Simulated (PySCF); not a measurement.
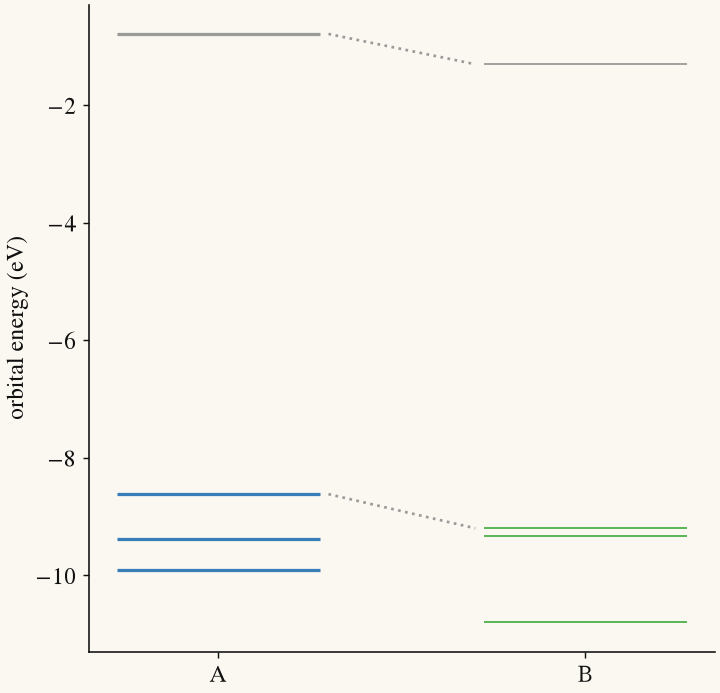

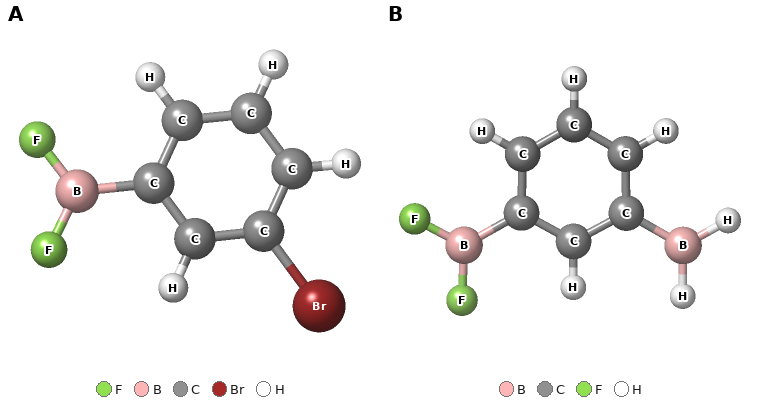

Related molecules: A is C₆H₄BBrF₂, SMILES FB(F)c1cccc(Br)c1; B is C₆H₆B₂F₂, SMILES Bc1cccc(B(F)F)c1. Frontier orbital energies, CAM-B3LYP/def2-SVPD with PySCF 2.14.0, at a PBE0-D3(BJ)/def2-SVP geometry (no frequency check); drawn are at most three filled levels and, in grey, the LUMO with any level within 0.03 eV of it; dotted lines join the HOMOs and the LUMOs.

Question: What does the change do to the frontier levels?

Answer: From A to B the HOMO falls by 0.58 eV and the LUMO falls by 0.51 eV, so the separation goes from 7.83 to 7.90 eV.

Question: Does the ΔSCF ionisation energy follow the HOMO?

Answer: A: −ε(HOMO) 8.62, ΔSCF 9.33 eV; B: −ε(HOMO) 9.20, ΔSCF 9.85 eV.

Caveats, for all or some of the runs: one conformer of a flexible molecule; spin-orbit coupling is left out, and with Br it can shift these levels and split any degenerate set.
